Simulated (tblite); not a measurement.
```xyz
15
charge 0, multiplicity 1
N    -2.0051    0.4199    1.9265
C    -2.4572    0.3083    0.7585
Si   -1.5532   -0.2054   -0.8466
C     0.2896   -0.1228   -0.5255
C     1.3530    0.3286   -1.2617
C     2.5117    0.1121   -0.4846
C     2.0784   -0.4566    0.6741
O     0.7476   -0.6020    0.6606
H    -1.0112    0.2103    2.0263
H    -3.5213    0.5312    0.6680
H    -1.9704   -1.5731   -1.1747
H    -1.8941    0.7387   -1.9114
H     1.3030    0.7630   -2.2394
H     3.5232    0.3449   -0.7477
H     2.6014   -0.7891    1.5494
```

Work out the structure from the coordinates.

It has 15 atoms: 5 carbon, 7 hydrogen, 1 nitrogen, 1 oxygen and 1 silicon (C₅H₇NOSi). SMILES: `[H]/N=C\[SiH2]c1ccco1`. Independent rings (smallest set): 1 of 5 members, 1 of them aromatic. Among its groups: imine, Si–H bond. The point group is C1. Coordination: 1 N bent; 5 C trigonal planar; 1 Si tetrahedral; 1 O bent.

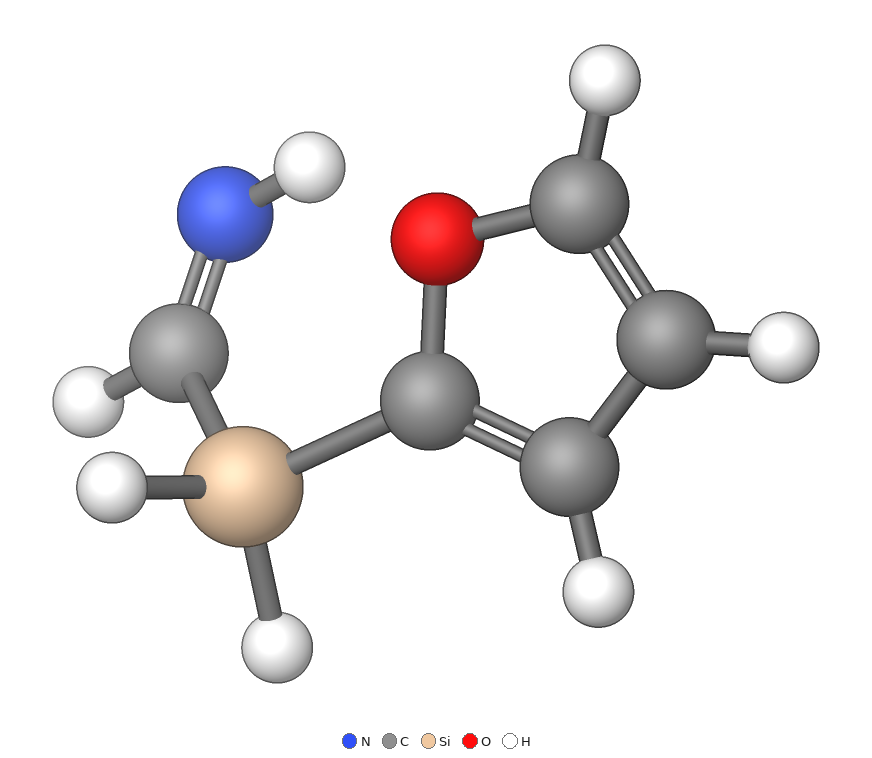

Figure made from data computed with tblite.
